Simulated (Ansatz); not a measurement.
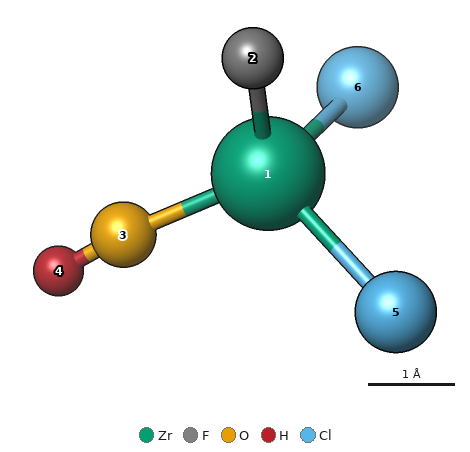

The input geometry (ball-and-stick view, seen at a tilt; atoms are numbered from 1 in the order of the input). Sticks mark near contacts. Bond lengths as drawn: Cl–Zr 2.37 to 2.39 Å, F–Zr 1.92 Å, H–O 0.93 Å and O–Zr 1.92 Å.

## ZrHCl2OF: molecular dynamics

System: ZrHCl2OF.
Method: RHF/def2-SVP (Ansatz 0.2.0).

One setting was made poor on purpose. It belongs to a series of runs on one base structure; here: an input spoilt on purpose.

**Input**
```yaml
crystal:
  periodic: [false, false, false]
  atoms:
    - { symbol: Zr, position_ang: [-0.029494, -0.109122, -0.015098] }
    - { symbol: F, position_ang: [-0.134917, 0.001317, 1.90036] }
    - { symbol: O, position_ang: [1.768058, -0.404408, -0.612963] }
    - { symbol: H, position_ang: [2.596946, -0.533795, -1.013161] }
    - { symbol: Cl, position_ang: [-1.0005, 1.912437, -0.837607] }
    - { symbol: Cl, position_ang: [-1.406208, -1.916049, -0.687484] }
basis:
  gaussian: { orbitals: def2-SVP }
hamiltonian:
  xc: hf
md:
  timestep: 0.5
  n_steps: 25
  ensemble: berendsen
  temperature: 400.0
  initial_velocities: maxwell_boltzmann
  seed: 366347
  masses: [{ species: H, mass: 3.016 }]
```

Run on 1 thread of Arm Neoverse V1, 24 GiB of memory available, shared host.

Launch command:
```bash
ansatz run input.yaml --threads 1 --pin off --max-ram 2048MiB --backend cpu --events-out ev --progress --plain --runs-dir out
```

**What the program printed**
```
Error: YAML parse error: error: line 17 column 13: unknown variant `berendsen`, expected one of nve, nve_milne, nvt_langevin, nvt_nose_hoover, npt_langevin
  --> <input>:17:13
   |
15 |   timestep: 0.5
16 |   n_steps: 25
17 |   ensemble: berendsen
   |             ^ unknown variant `berendsen`, expected one of nve, nve_milne, nvt_langevin, nvt_nose_hoover, npt_langevin
18 |   temperature: 400.0
19 |   initial_velocities: maxwell_boltzmann
   |
```

**Outcome**

| quantity | value |
| --- | --- |
| outcome | refused by the program |

**Diagnosis**

The program refused the input: “YAML parse error: error: line 17 column 13: unknown variant `berendsen`, expected one of nve, nve_milne, nvt_langevin, nvt_nose_hoover, npt_langevin --> <input>:17:13 | 15 | timestep: 0.5 16 | n_steps: 25 17 | ensemble: berendsen | ^ unknown variant `berendsen`, expected one of nve, nve_milne, nvt_langevin, …” A deliberately poor setting: bad input.
